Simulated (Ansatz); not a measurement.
# C2H4FNOSi: a ladder of functionals and wavefunction methods, part 1 of 2

Aim: compute C2H4FNOSi with functionals from several rungs and with coupled cluster. The yardstick is the atomisation energy at the CCSD(T) limit.

The runs use Ansatz 0.2.0, Gaussian basis; functionals in def2-TZVPP, the program's frozen cores in correlated methods.

Plan: LDA (SPW92), PBE-D4, revPBE-D4, BLYP-D4, r2SCAN-D4, B97M-V, PBE0-D4, B3LYP-D4, r2SCANh-D4, r2SCAN0-D4, HSE06-D4, BHLYP-D4, CAM-B3LYP-D4, LC-ωPBE, ωB97X-V, ωB97M-V, B2PLYP, PBE-QIDH; CCSD(T)/def2-SVP; CCSD(T)/def2-TZVPP; MP2/def2-QZVPP; extrapolation to the limit; RPA on PBE.

## Step 1: Structure used throughout

The geometry comes from an earlier relaxation with PBE0-D4 in a triple-zeta def2 set; it is a stationary point, not always the lowest conformer.

10 atoms, charge 0, spin multiplicity 1.

Atoms are counted from 1 here; the program's logs count them from 0.

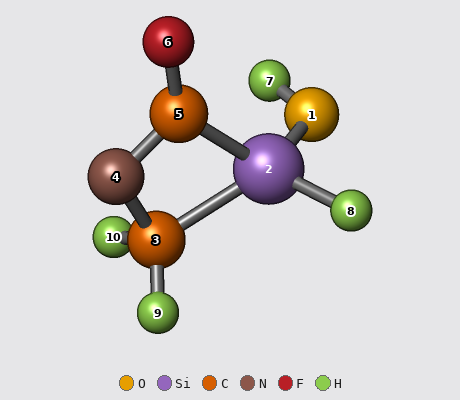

The geometry (oxygen amber, silicon purple, carbon orange, nitrogen brown, fluorine red, hydrogen green); atoms are numbered from 1 in the order of the file.

## Step 2: LDA

This LDA is Slater exchange with PW92 correlation.

in.yaml reads:

```yaml
crystal:
  periodic: [false, false, false]
  atoms:
    - {symbol: O, position_ang: [-0.160348, -2.104964, -0.499166]}
    - {symbol: Si, position_ang: [0.463405, -0.596307, -0.405671]}
    - {symbol: C, position_ang: [0.284598, 0.516541, 1.110204]}
    - {symbol: N, position_ang: [-0.409562, 1.532312, 0.261288]}
    - {symbol: C, position_ang: [-0.525998, 0.936469, -0.852834]}
    - {symbol: F, position_ang: [-1.131058, 1.502667, -1.881533]}
    - {symbol: H, position_ang: [-1.046334, -2.258616, -0.166986]}
    - {symbol: H, position_ang: [1.799276, -0.692892, -1.036333]}
    - {symbol: H, position_ang: [1.184552, 0.936227, 1.563061]}
    - {symbol: H, position_ang: [-0.375231, 0.177463, 1.910869]}
basis:
  gaussian: {orbitals: def2-TZVPP}
hamiltonian: {xc: lda}
output: {orbitals: {seedname: orbitals}}
```

Run with:

```
$ ansatz run in.yaml --threads 4 --pin off --events-out ev --progress --plain --max-ram 10444MiB
```

What it wrote, shortened:

```text
Functional definition: SPW92
  name "SPW92"
  cite "Dirac, Proc. Camb. Phil. Soc. 26, 376 (1930) doi:10.1017/S0305004100016108"
  cite "Slater, Phys. Rev. 81, 385 (1951) doi:10.1103/PhysRev.81.385"
  cite "Perdew & Wang, Phys. Rev. B 45, 13244 (1992) doi:10.1103/PhysRevB.45.13244"
[...]
1346 factors; their error is unknown
[...]
mean field -16179.91912266 eV, -594.6010606148 hartree, gradient 4.3e-5 eV, S^2 0.000000; 0 other end points of the search recorded, 0 dependent functions left out
reference -16179.91915812 eV, -594.6010619177 hartree; 27, 27 occupied and 226, 226 virtual orbitals, 1346 factors
Total energy: -16179.91915812 eV, -594.6010619177 hartree
```

It took 1.1 s on 4 threads of Arm Neoverse V2, shared host; peak memory 0.32 GiB.

With the free atoms at this level, -16131.040 eV in sum, the atomisation energy is 4716.2 kJ/mol. HOMO -6.24 eV, LUMO -2.20 eV.

## Step 3: PBE-D4 (GGA)

in.yaml, as its differences from that of step 2:

```diff
@@ -15,3 +15,3 @@
   gaussian: {orbitals: def2-TZVPP}
-hamiltonian: {xc: lda}
-output: {orbitals: {seedname: orbitals}}
+hamiltonian: {xc: pbe, dispersion: d4}
+output: {forces: true, orbitals: {seedname: orbitals}}
```

The command is unchanged.

What it wrote, shortened:

```text
Functional definition: PBE
  name "PBE"
  cite "Perdew, Burke & Ernzerhof, Phys. Rev. Lett. 77, 3865 (1996) doi:10.1103/PhysRevLett.77.3865"
  parent pbe
[...]
1346 factors; their error is unknown
[...]
mean field -16261.41959657 eV, -597.5961477877 hartree, gradient 2.6e-5 eV, S^2 0.000000; 0 other end points of the search recorded, 0 dependent functions left out
[...]
Atom 6 at    -1.046334    -2.258616    -0.166986 Å, force    -0.407059    -0.069234     0.151479 eV/Å
Atom 7 at     1.799276    -0.692892    -1.036333 Å, force     0.181752    -0.025540    -0.082719 eV/Å
Atom 8 at     1.184552     0.936227     1.563061 Å, force     0.182489     0.084435     0.111362 eV/Å
Atom 9 at    -0.375231     0.177463     1.910869 Å, force    -0.120743    -0.075179     0.170045 eV/Å
Dipole moment:    -0.000507    -0.441317     0.238200 e Å
```

It took 2.1 s on 4 threads of Arm Neoverse V2, shared host; peak memory 0.33 GiB.

With the free atoms at this level, -16218.646 eV in sum, the atomisation energy is 4148.4 kJ/mol. HOMO -6.08 eV, LUMO -1.94 eV.

## Step 4: revPBE-D4 (GGA)

in.yaml, as its differences from that of step 3:

```diff
@@ -15,3 +15,3 @@
   gaussian: {orbitals: def2-TZVPP}
-hamiltonian: {xc: pbe, dispersion: d4}
-output: {forces: true, orbitals: {seedname: orbitals}}
+hamiltonian: {xc: {name: revPBE}, dispersion: d4}
+output: {orbitals: {seedname: orbitals}}
```

Same command.

What it wrote, shortened:

```text
Functional definition: revPBE
  name "revPBE"
  cite "Zhang & Yang, Phys. Rev. Lett. 80, 890 (1998) doi:10.1103/PhysRevLett.80.890"
  cite "Perdew, Burke & Ernzerhof, Phys. Rev. Lett. 77, 3865 (1996) doi:10.1103/PhysRevLett.77.3865"
[...]
1346 factors; their error is unknown
[...]
mean field -16270.27974828 eV, -597.9217523575 hartree, gradient 8.2e-6 eV, S^2 0.000000; 0 other end points of the search recorded, 0 dependent functions left out
reference -16270.27979681 eV, -597.9217541412 hartree; 27, 27 occupied and 226, 226 virtual orbitals, 1346 factors
Total energy: -16270.97544589 eV, -597.9473187733 hartree
```

It took 1.7 s on 4 threads of Arm Neoverse V2, shared host; peak memory 0.33 GiB.

With the free atoms at this level, -16229.330 eV in sum, the atomisation energy is 4018.2 kJ/mol. HOMO -6.01 eV, LUMO -1.83 eV.

## Step 5: BLYP-D4 (GGA)

in.yaml, as its differences from that of step 4:

```diff
@@ -15,3 +15,3 @@
   gaussian: {orbitals: def2-TZVPP}
-hamiltonian: {xc: {name: revPBE}, dispersion: d4}
+hamiltonian: {xc: {name: BLYP}, dispersion: d4}
 output: {orbitals: {seedname: orbitals}}
```

The command is unchanged.

What it wrote, shortened:

```text
Functional definition: BLYP
  name "BLYP"
  cite "Becke, Phys. Rev. A 38, 3098 (1988) doi:10.1103/PhysRevA.38.3098"
  cite "Lee, Yang & Parr, Phys. Rev. B 37, 785 (1988) doi:10.1103/PhysRevB.37.785"
[...]
1346 factors; their error is unknown
[...]
mean field -16272.73514355 eV, -598.0119864695 hartree, gradient 6.4e-5 eV, S^2 0.000000; 0 other end points of the search recorded, 0 dependent functions left out
reference -16272.73548756 eV, -598.0119991116 hartree; 27, 27 occupied and 226, 226 virtual orbitals, 1346 factors
Total energy: -16273.22639406 eV, -598.0300395926 hartree
```

Wall time 1.8 s (4 threads of Arm Neoverse V2, shared host); peak memory 0.33 GiB.

Atomisation energy: 4027.2 kJ/mol (free atoms -16231.487 eV, run apart). HOMO -5.98 eV, LUMO -1.81 eV.

## Step 6: r2SCAN-D4 (meta-GGA)

in.yaml, as its differences from that of step 5:

```diff
@@ -15,3 +15,3 @@
   gaussian: {orbitals: def2-TZVPP}
-hamiltonian: {xc: {name: BLYP}, dispersion: d4}
-output: {orbitals: {seedname: orbitals}}
+hamiltonian: {xc: r2scan, dispersion: d4}
+output: {forces: true, orbitals: {seedname: orbitals}}
```

The command is unchanged.

What it wrote, shortened:

```text
Functional definition: r2SCAN
  name "r2SCAN"
  cite "Furness, Kaplan, Ning, Perdew & Sun, J. Phys. Chem. Lett. 11, 8208 (2020) doi:10.1021/acs.jpclett.0c02405"
  cite "Furness, Kaplan, Ning, Perdew & Sun, J. Phys. Chem. Lett. 11, 9248 (2020) doi:10.1021/acs.jpclett.0c03077"
  parent r2scan
[...]
1346 factors; their error is unknown
[...]
Atom 6 at    -1.046334    -2.258616    -0.166986 Å, force    -0.022470    -0.000731     0.008443 eV/Å
Atom 7 at     1.799276    -0.692892    -1.036333 Å, force     0.004046     0.000332     0.003972 eV/Å
Atom 8 at     1.184552     0.936227     1.563061 Å, force    -0.018357     0.014059     0.010521 eV/Å
Atom 9 at    -0.375231     0.177463     1.910869 Å, force     0.004590     0.015166     0.000843 eV/Å
Dipole moment:     0.006512    -0.460458     0.245903 e Å
```

Wall time 3.9 s (4 threads of Arm Neoverse V2, shared host); peak memory 0.36 GiB.

With the free atoms at this level, -16228.165 eV in sum, the atomisation energy is 4012.8 kJ/mol. HOMO -6.35 eV, LUMO -1.73 eV.

## Step 7: B97M-V (meta-GGA)

in.yaml, as its differences from that of step 6:

```diff
@@ -15,3 +15,3 @@
   gaussian: {orbitals: def2-TZVPP}
-hamiltonian: {xc: r2scan, dispersion: d4}
-output: {forces: true, orbitals: {seedname: orbitals}}
+hamiltonian: {xc: {name: B97M-V}}
+output: {orbitals: {seedname: orbitals}}
```

Launched as before.

What it wrote, shortened:

```text
Functional definition: B97M-V
  name "B97M-V"
  cite "Mardirossian & Head-Gordon, J. Chem. Phys. 142, 074111 (2015) doi:10.1063/1.4907719"
  cite "Becke, J. Chem. Phys. 107, 8554 (1997) doi:10.1063/1.475007"
  cite "Vydrov & Van Voorhis, J. Chem. Phys. 133, 244103 (2010) doi:10.1063/1.3521275"
  # Of w^i u^j: cxij and so on, Table III.
[...]
  gx(w, u) = cx00 + cx01*u + cx02*u^2 + (cx10 + cx11*u)*w
[...]
  gos(w, u) = cos00 + cos01*u + cos03*u^3 + cos10*w + cos32*w^3*u^2
[...]
      + integral(e_c_pw_mod_opposite_spin*gos(b97_w_opposite, b97_u_opposite)) + vv10(b, c)
1346 factors; their error is unknown
[...]
mean field -16270.72456972 eV, -597.9380992440 hartree, gradient 3.1e-5 eV, S^2 0.000000; 0 other end points of the search recorded, 0 dependent functions left out
reference -16270.72462628 eV, -597.9381013225 hartree; 27, 27 occupied and 226, 226 virtual orbitals, 1346 factors
Total energy: -16270.72462628 eV, -597.9381013225 hartree
```

Wall time 7.5 s (4 threads of Arm Neoverse V2, shared host); peak memory 0.41 GiB.

With the free atoms at this level, -16229.202 eV in sum, the atomisation energy is 4006.3 kJ/mol. HOMO -6.48 eV, LUMO -1.72 eV.

## Step 8: PBE0-D4 (hybrid)

in.yaml, as its differences from that of step 7:

```diff
@@ -15,3 +15,3 @@
   gaussian: {orbitals: def2-TZVPP}
-hamiltonian: {xc: {name: B97M-V}}
+hamiltonian: {xc: pbe0, dispersion: d4}
 output: {orbitals: {seedname: orbitals}}
```

Same command.

What it wrote, shortened:

```text
Functional definition: PBE0
  name "PBE0"
  cite "Adamo & Barone, J. Chem. Phys. 110, 6158 (1999) doi:10.1063/1.478522"
  cite "Perdew, Burke & Ernzerhof, Phys. Rev. Lett. 77, 3865 (1996) doi:10.1103/PhysRevLett.77.3865"
  parent pbe
[...]
1349 factors; their error is unknown
[...]
mean field -16262.25654896 eV, -597.6269052207 hartree, gradient 3.9e-5 eV, S^2 0.000000; 0 other end points of the search recorded, 0 dependent functions left out
reference -16262.25657719 eV, -597.6269062584 hartree; 27, 27 occupied and 226, 226 virtual orbitals, 1349 factors
Total energy: -16262.44243808 eV, -597.6337365200 hartree
```

Run time: 2.5 s. Hardware: 4 threads of Arm Neoverse V2, shared host; peak memory 0.62 GiB.

With the free atoms at this level, -16220.788 eV in sum, the atomisation energy is 4019.0 kJ/mol. HOMO -7.50 eV, LUMO -0.94 eV.

## Step 9: B3LYP-D4 (hybrid)

B3LYP here takes the VWN-RPA correlation.

in.yaml, as its differences from that of step 8:

```diff
@@ -15,3 +15,3 @@
   gaussian: {orbitals: def2-TZVPP}
-hamiltonian: {xc: pbe0, dispersion: d4}
-output: {orbitals: {seedname: orbitals}}
+hamiltonian: {xc: {name: B3LYP}, dispersion: d4}
+output: {forces: true, orbitals: {seedname: orbitals}}
```

Launched as before.

What it wrote, shortened:

```text
Functional definition: B3LYP
  name "B3LYP"
  cite "Stephens, Devlin, Chabalowski & Frisch, J. Phys. Chem. 98, 11623 (1994) doi:10.1021/j100096a001"
  cite "Becke, Phys. Rev. A 38, 3098 (1988) doi:10.1103/PhysRevA.38.3098"
  cite "Lee, Yang & Parr, Phys. Rev. B 37, 785 (1988) doi:10.1103/PhysRevB.37.785"
  cite "Vosko, Wilk & Nusair, Can. J. Phys. 58, 1200 (1980) doi:10.1139/p80-159"
[...]
1349 factors; their error is unknown
[...]
Atom 6 at    -1.046334    -2.258616    -0.166986 Å, force    -0.032852    -0.056073     0.000132 eV/Å
Atom 7 at     1.799276    -0.692892    -1.036333 Å, force    -0.082141     0.004245     0.037170 eV/Å
Atom 8 at     1.184552     0.936227     1.563061 Å, force    -0.056877    -0.027552    -0.010196 eV/Å
Atom 9 at    -0.375231     0.177463     1.910869 Å, force     0.050756     0.024000    -0.031427 eV/Å
Dipole moment:     0.025706    -0.475342     0.253160 e Å
```

Wall time 3.9 s (4 threads of Arm Neoverse V2, shared host); peak memory 0.72 GiB.

Atomisation energy: 3994.4 kJ/mol (free atoms -16234.042 eV, run apart). HOMO -7.29 eV, LUMO -1.18 eV.

## Step 10: r2SCANh-D4 (hybrid)

in.yaml, as its differences from that of step 9:

```diff
@@ -15,3 +15,3 @@
   gaussian: {orbitals: def2-TZVPP}
-hamiltonian: {xc: {name: B3LYP}, dispersion: d4}
-output: {forces: true, orbitals: {seedname: orbitals}}
+hamiltonian: {xc: {name: r2SCANh}, dispersion: d4}
+output: {orbitals: {seedname: orbitals}}
```

Launched as before.

What it wrote, shortened:

```text
Functional definition: r2SCANh
  name "r2SCANh"
  cite "Bursch, Neugebauer, Ehlert & Grimme, J. Chem. Phys. 156, 134105 (2022) doi:10.1063/5.0086040"
  cite "Furness, Kaplan, Ning, Perdew & Sun, J. Phys. Chem. Lett. 11, 8208 (2020) doi:10.1021/acs.jpclett.0c02405"
  cite "Furness, Kaplan, Ning, Perdew & Sun, J. Phys. Chem. Lett. 11, 9248 (2020) doi:10.1021/acs.jpclett.0c03077"
  parent r2scan
[...]
1346 factors; their error is unknown
[...]
mean field -16269.15868785 eV, -597.8805541465 hartree, gradient 4.1e-5 eV, S^2 0.000000; 0 other end points of the search recorded, 0 dependent functions left out
reference -16269.15869802 eV, -597.8805545203 hartree; 27, 27 occupied and 226, 226 virtual orbitals, 1346 factors
Total energy: -16269.21590511 eV, -597.8826568421 hartree
```

Run time: 4.2 s. Hardware: 4 threads of Arm Neoverse V2, shared host; peak memory 0.65 GiB.

Atomisation energy: 3969.7 kJ/mol (free atoms -16228.073 eV, run apart). HOMO -6.88 eV, LUMO -1.36 eV.

## Step 11: r2SCAN0-D4 (hybrid)

in.yaml, as its differences from that of step 10:

```diff
@@ -15,3 +15,3 @@
   gaussian: {orbitals: def2-TZVPP}
-hamiltonian: {xc: {name: r2SCANh}, dispersion: d4}
+hamiltonian: {xc: {name: r2SCAN0}, dispersion: d4}
 output: {orbitals: {seedname: orbitals}}
```

The command is unchanged.

What it wrote, shortened:

```text
Functional definition: r2SCAN0
  name "r2SCAN0"
  cite "Bursch, Neugebauer, Ehlert & Grimme, J. Chem. Phys. 156, 134105 (2022) doi:10.1063/5.0086040"
  cite "Furness, Kaplan, Ning, Perdew & Sun, J. Phys. Chem. Lett. 11, 8208 (2020) doi:10.1021/acs.jpclett.0c02405"
  cite "Furness, Kaplan, Ning, Perdew & Sun, J. Phys. Chem. Lett. 11, 9248 (2020) doi:10.1021/acs.jpclett.0c03077"
  parent r2scan
[...]
1349 factors; their error is unknown
[...]
mean field -16268.38904022 eV, -597.8522701178 hartree, gradient 3.3e-5 eV, S^2 0.000000; 0 other end points of the search recorded, 0 dependent functions left out
reference -16268.38904899 eV, -597.8522704404 hartree; 27, 27 occupied and 226, 226 virtual orbitals, 1349 factors
Total energy: -16268.45222286 eV, -597.8545920370 hartree
```

Wall time 4.3 s (4 threads of Arm Neoverse V2, shared host); peak memory 0.65 GiB.

With the free atoms at this level, -16227.948 eV in sum, the atomisation energy is 3908.1 kJ/mol. HOMO -7.69 eV, LUMO -0.81 eV.

## Step 12: HSE06-D4 (hybrid)

HSE06 is the plane-wave form, built on full-range PBE exchange.

in.yaml, as its differences from that of step 11:

```diff
@@ -15,3 +15,3 @@
   gaussian: {orbitals: def2-TZVPP}
-hamiltonian: {xc: {name: r2SCAN0}, dispersion: d4}
+hamiltonian: {xc: hse06, dispersion: d4}
 output: {orbitals: {seedname: orbitals}}
```

Same command.

What it wrote, shortened:

```text
Functional definition: HSE06
  name "HSE06"
  cite "Heyd, Scuseria & Ernzerhof, J. Chem. Phys. 118, 8207 (2003) doi:10.1063/1.1564060"
  cite "Krukau, Vydrov, Izmaylov & Scuseria, J. Chem. Phys. 125, 224106 (2006) doi:10.1063/1.2404663"
  cite "Heyd & Scuseria, J. Chem. Phys. 120, 7274 (2004) doi:10.1063/1.1668634"
  cite "Ernzerhof & Perdew, J. Chem. Phys. 109, 3313 (1998) doi:10.1063/1.476928"
[...]
1349 factors; their error is unknown
113 factors; integrals over basis functions are off by at most 3.2e-7 eV
[...]
mean field -16261.69707120 eV, -597.6063447923 hartree, gradient 4.8e-5 eV, S^2 0.000000; 0 other end points of the search recorded, 0 dependent functions left out
reference -16261.69710883 eV, -597.6063461754 hartree; 27, 27 occupied and 226, 226 virtual orbitals, 1349 factors
Total energy: -16261.86977155 eV, -597.6126914132 hartree
```

It took 2.7 s on 4 threads of Arm Neoverse V2, shared host; peak memory 0.66 GiB.

With the free atoms at this level, -16220.170 eV in sum, the atomisation energy is 4023.4 kJ/mol. HOMO -7.10 eV, LUMO -1.32 eV.

## Step 13: BHLYP-D4 (hybrid)

in.yaml, as its differences from that of step 12:

```diff
@@ -15,3 +15,3 @@
   gaussian: {orbitals: def2-TZVPP}
-hamiltonian: {xc: hse06, dispersion: d4}
+hamiltonian: {xc: {name: BHLYP}, dispersion: d4}
 output: {orbitals: {seedname: orbitals}}
```

Same command.

What it wrote, shortened:

```text
Functional definition: BHLYP
  name "BHLYP"
  cite "Becke, J. Chem. Phys. 98, 1372 (1993) doi:10.1063/1.464304"
  cite "Becke, Phys. Rev. A 38, 3098 (1988) doi:10.1103/PhysRevA.38.3098"
  cite "Lee, Yang & Parr, Phys. Rev. B 37, 785 (1988) doi:10.1103/PhysRevB.37.785"
[...]
1509 factors; their error is unknown
[...]
mean field -16270.30568830 eV, -597.9227056356 hartree, gradient 6.9e-5 eV, S^2 0.000000; 0 other end points of the search recorded, 0 dependent functions left out
reference -16270.30585679 eV, -597.9227118275 hartree; 27, 27 occupied and 226, 226 virtual orbitals, 1509 factors
Total energy: -16270.57173770 eV, -597.9324827708 hartree
```

It took 2.5 s on 4 threads of Arm Neoverse V2, shared host; peak memory 0.65 GiB.

Atomisation energy: 3815.3 kJ/mol (free atoms -16231.029 eV, run apart). HOMO -8.87 eV, LUMO 0.09 eV.

## Step 14: CAM-B3LYP-D4 (range-separated)

in.yaml, as its differences from that of step 13:

```diff
@@ -15,3 +15,3 @@
   gaussian: {orbitals: def2-TZVPP}
-hamiltonian: {xc: {name: BHLYP}, dispersion: d4}
+hamiltonian: {xc: {name: CAM-B3LYP}, dispersion: d4}
 output: {orbitals: {seedname: orbitals}}
```

The command is unchanged.

What it wrote, shortened:

```text
Functional definition: CAM-B3LYP
  name "CAM-B3LYP"
  cite "Yanai, Tew & Handy, Chem. Phys. Lett. 393, 51 (2004) doi:10.1016/j.cplett.2004.06.011"
  cite "Iikura, Tsuneda, Yanai & Hirao, J. Chem. Phys. 115, 3540 (2001) doi:10.1063/1.1383587"
  cite "Becke, Phys. Rev. A 38, 3098 (1988) doi:10.1103/PhysRevA.38.3098"
  cite "Lee, Yang & Parr, Phys. Rev. B 37, 785 (1988) doi:10.1103/PhysRevB.37.785"
[...]
  # Exact exchange under (alpha + beta erf(omega r))/r, Becke's under what is left of 1/r.
[...]
1349 factors; their error is unknown
321 factors; integrals over basis functions are off by at most 1.1e-5 eV
[...]
mean field -16271.68953238 eV, -597.9735609678 hartree, gradient 1.5e-5 eV, S^2 0.000000; 0 other end points of the search recorded, 0 dependent functions left out
reference -16271.68965490 eV, -597.9735654702 hartree; 27, 27 occupied and 226, 226 virtual orbitals, 1349 factors
Total energy: -16271.87719044 eV, -597.9804572742 hartree
```

Run time: 2.8 s. Hardware: 4 threads of Arm Neoverse V2, shared host; peak memory 0.71 GiB.

Atomisation energy: 4021.1 kJ/mol (free atoms -16230.202 eV, run apart). HOMO -8.93 eV, LUMO 0.17 eV.

## Step 15: LC-ωPBE (range-separated)

in.yaml, as its differences from that of step 14:

```diff
@@ -15,3 +15,3 @@
   gaussian: {orbitals: def2-TZVPP}
-hamiltonian: {xc: {name: CAM-B3LYP}, dispersion: d4}
+hamiltonian: {xc: {name: LC-wPBE}}
 output: {orbitals: {seedname: orbitals}}
```

Same command.

What it wrote, shortened:

```text
Functional definition: LC-wPBE
  name "LC-wPBE"
  cite "Vydrov & Scuseria, J. Chem. Phys. 125, 234109 (2006) doi:10.1063/1.2409292"
  cite "Heyd & Scuseria, J. Chem. Phys. 120, 7274 (2004) doi:10.1063/1.1668634"
  cite "Ernzerhof & Perdew, J. Chem. Phys. 109, 3313 (1998) doi:10.1063/1.476928"
  cite "Perdew, Burke & Ernzerhof, Phys. Rev. Lett. 77, 3865 (1996) doi:10.1103/PhysRevLett.77.3865"
  parent pbe
[...]
1346 factors; their error is unknown
406 factors; integrals over basis functions are off by at most 2.2e-5 eV
[...]
mean field -16266.92076367 eV, -597.7983119501 hartree, gradient 5.8e-5 eV, S^2 0.000000; 0 other end points of the search recorded, 0 dependent functions left out
reference -16266.92076368 eV, -597.7983119503 hartree; 27, 27 occupied and 226, 226 virtual orbitals, 1346 factors
Total energy: -16266.92076368 eV, -597.7983119503 hartree
```

Wall time 2.2 s (4 threads of Arm Neoverse V2, shared host); peak memory 0.46 GiB.

With the free atoms at this level, -16225.325 eV in sum, the atomisation energy is 4013.4 kJ/mol. HOMO -10.25 eV, LUMO 1.39 eV.

## Step 16: ωB97X-V (range-separated)

in.yaml, as its differences from that of step 15:

```diff
@@ -15,3 +15,3 @@
   gaussian: {orbitals: def2-TZVPP}
-hamiltonian: {xc: {name: LC-wPBE}}
+hamiltonian: {xc: {name: wB97X-V}}
 output: {orbitals: {seedname: orbitals}}
```

The command is unchanged.

What it wrote, shortened:

```text
Functional definition: wB97X-V
  name "wB97X-V"
  cite "Mardirossian & Head-Gordon, Phys. Chem. Chem. Phys. 16, 9904 (2014) doi:10.1039/C3CP54374A"
  cite "Becke, J. Chem. Phys. 107, 8554 (1997) doi:10.1063/1.475007"
  cite "Vydrov & Van Voorhis, J. Chem. Phys. 133, 244103 (2010) doi:10.1063/1.3521275"
[...]
      + integral(e_c_pw_opposite_spin*poly(b97_u_opposite, cos0, cos1)) + vv10(b, c)
1349 factors; their error is unknown
298 factors; integrals over basis functions are off by at most 8.8e-6 eV
[...]
mean field -16270.63141359 eV, -597.9346758193 hartree, gradient 4.1e-5 eV, S^2 0.000000; 0 other end points of the search recorded, 0 dependent functions left out
reference -16270.63141170 eV, -597.9346757500 hartree; 27, 27 occupied and 226, 226 virtual orbitals, 1349 factors
Total energy: -16270.63141170 eV, -597.9346757500 hartree
```

Run time: 6 s. Hardware: 4 threads of Arm Neoverse V2, shared host; peak memory 0.77 GiB.

Atomisation energy: 4025.4 kJ/mol (free atoms -16228.911 eV, run apart). HOMO -9.90 eV, LUMO 1.28 eV.

(Continued in part 2 of 2.)
